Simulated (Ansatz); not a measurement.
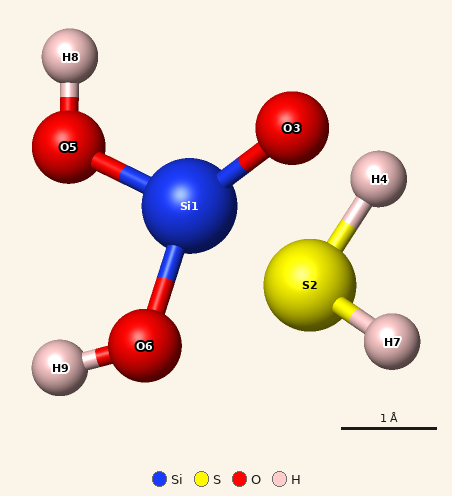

*The structure (ball-and-stick view, seen at a tilt; atoms are numbered from 1 in the order of the input).*

**SiH$_{4}$SO$_{3}$: single-point calculation**

The run: single-point calculation of SiH$_{4}$SO$_{3}$. Method and program: RKS PBE0-D4/def2-TZVPP (Ansatz 0.2.0).

The geometry is the product side of a reaction. The reaction was set up to form S2–H4 and to break Si1–S2 and O3–H4 (atoms counted from 1 in the order of the input); sticks are drawn by distance alone. The geometry comes from this level: PBE0-D4/def2-TZVP.

Log
```
Functional definition: PBE0
  name "PBE0"
  cite "Adamo & Barone, J. Chem. Phys. 110, 6158 (1999) doi:10.1063/1.478522"
  cite "Perdew, Burke & Ernzerhof, Phys. Rev. Lett. 77, 3865 (1996) doi:10.1103/PhysRevLett.77.3865"
  parent pbe
  parameter a = 0.25
  parameter kappa = 0.804
  parameter beta = 0.06672455060314922
  exchange = (1 - a)*pbe_x(kappa = kappa, mu = beta*pi^2/3) + a*exact_x
  correlation = pbe_c(beta = beta)
1295 factors; their error is unknown
mean field evaluation 1: about -24898.6377 eV, gradient 9.2e1 eV
mean field evaluation 2: about -24790.8804 eV, gradient 2.0e2 eV
mean field evaluation 4: about -24912.1180 eV, gradient 1.2e1 eV
mean field evaluation 8: about -24912.4644 eV, gradient 1.8e-1 eV
mean field evaluation 16: about -24912.5035 eV, gradient 2.3e-4 eV
mean field -24912.50353827 eV, -915.5176187299 hartree, gradient 1.9e-5 eV, S^2 0.000000; 0 other end points of the search recorded, 0 dependent functions left out
reference -24912.50356643 eV, -915.5176197648 hartree; 29, 29 occupied and 204, 204 virtual orbitals, 1295 factors
Total energy: -24912.69667178 eV, -915.5247162556 hartree
```

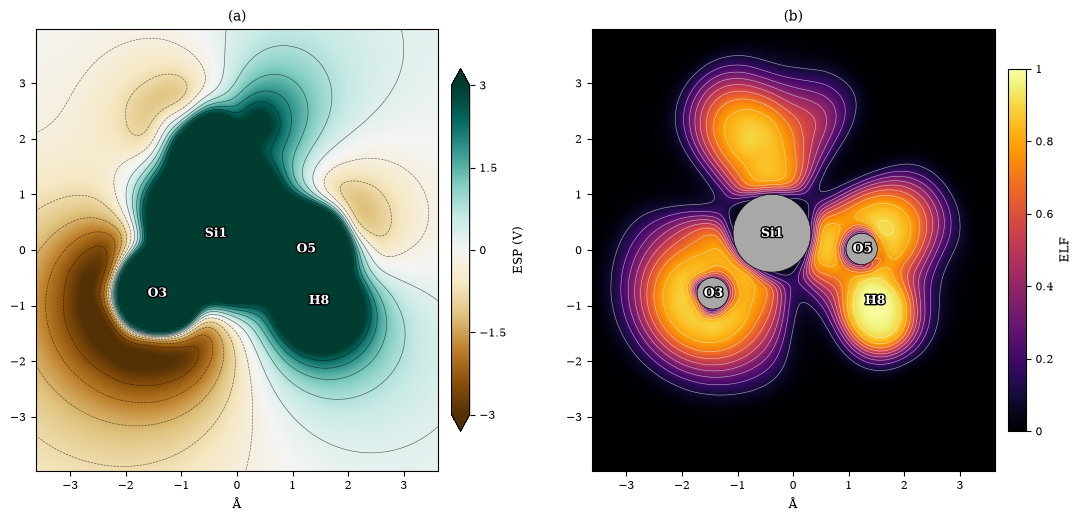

*(a) molecular electrostatic potential; (b) ELF on the plane of atoms Si1, O5 and H8. Grey discs, where drawn, cover atomic cores.*

The section cuts through Si, O and H sites. Si–O (1.52 Å): the ELF peaks at about 0.80 between the atoms. O–H (0.96 Å): the ELF climbs to about 1 towards the hydrogen, as it does in any bond to H; a covalent bond by its length. Si–O (1.64 Å): the ELF peaks at about 0.85 between the atoms, which marks a polar covalent bond.

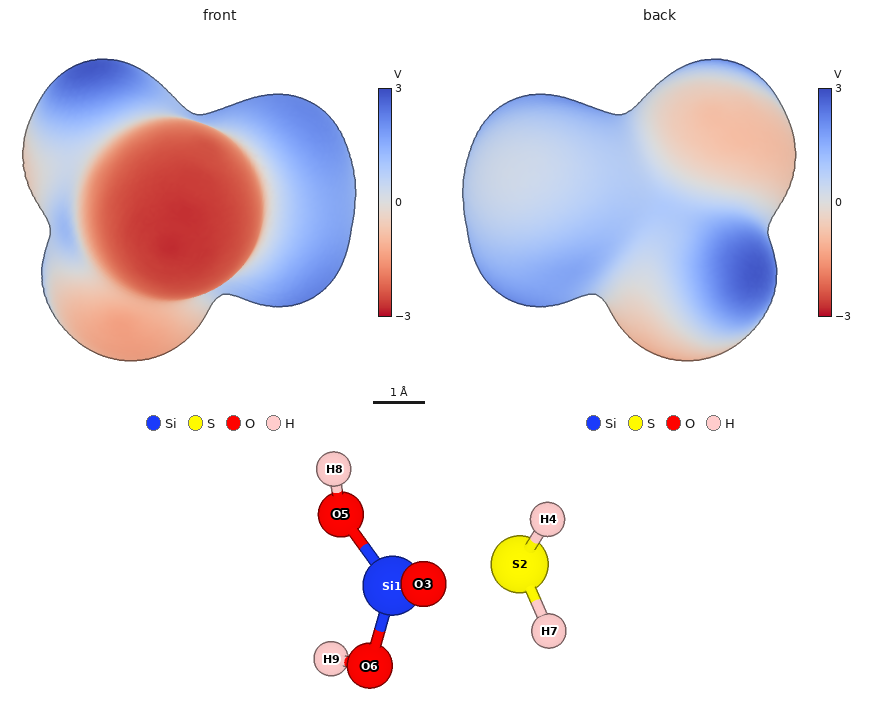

*The electrostatic potential painted on the density surface at 0.002 e/bohr³, seen at a tilt and from behind; red is negative and blue positive. The bare structure is drawn below in the same view.*

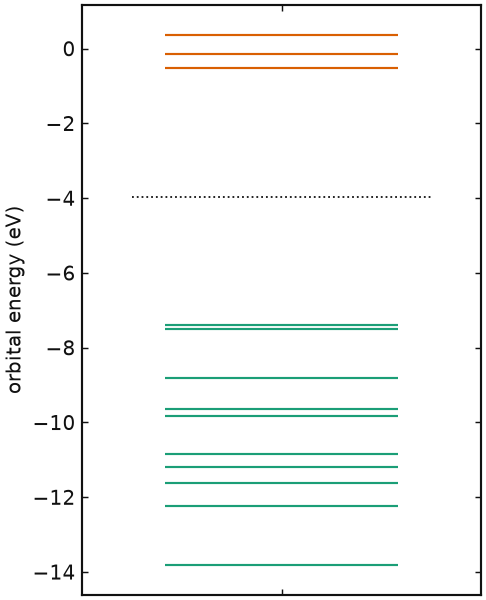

*Orbital energies near the frontier; the dotted line parts filled from empty levels, and levels within 0.02 eV of each other stand side by side.*

Highest filled −7.40 eV, lowest empty −0.52 eV, 6.88 eV apart.

This output came from the following input.

The input
```yaml
crystal:
  periodic: [false, false, false]
  atoms:
    - {symbol: Si, position_ang: [-0.465985, -0.480429, -0.151275]}
    - {symbol: S, position_ang: [1.497692, 0.900827, 0.516969]}
    - {symbol: O, position_ang: [-0.199063, -1.706807, 0.705325]}
    - {symbol: H, position_ang: [1.480288, 0.370175, 1.752370]}
    - {symbol: O, position_ang: [-1.642595, 0.620828, 0.143436]}
    - {symbol: O, position_ang: [-0.156349, -0.364264, -1.747646]}
    - {symbol: H, position_ang: [2.322206, -0.057708, 0.059839]}
    - {symbol: H, position_ang: [-2.137494, 0.452276, 0.948802]}
    - {symbol: H, position_ang: [-0.698801, 0.265205, -2.227920]}
basis:
  gaussian: {orbitals: def2-TZVPP}
hamiltonian: {xc: pbe0, dispersion: d4}
output: {orbitals: {seedname: orbitals}}
```

Run as:
```bash
ansatz run in.yaml --threads 4 --pin off --events-out ev --progress --plain --max-ram 9574MiB
```

Summary

| quantity | value |
| --- | --- |
| outcome | converged |
| total energy | −24912.6967 eV |
| mean-field energy | −24912.5036 eV |
| dispersion energy | −0.1931 eV |
| SCF solution under orbital rotations | stable |
| HOMO | −7.40 eV |
| LUMO | −0.52 eV |
| hardware | 4 threads of Arm Neoverse V2, 23 GiB of memory available, shared host |
| wall time | 3.3 s (CPU time 10 s) |
| peak memory | 0.57 GiB |
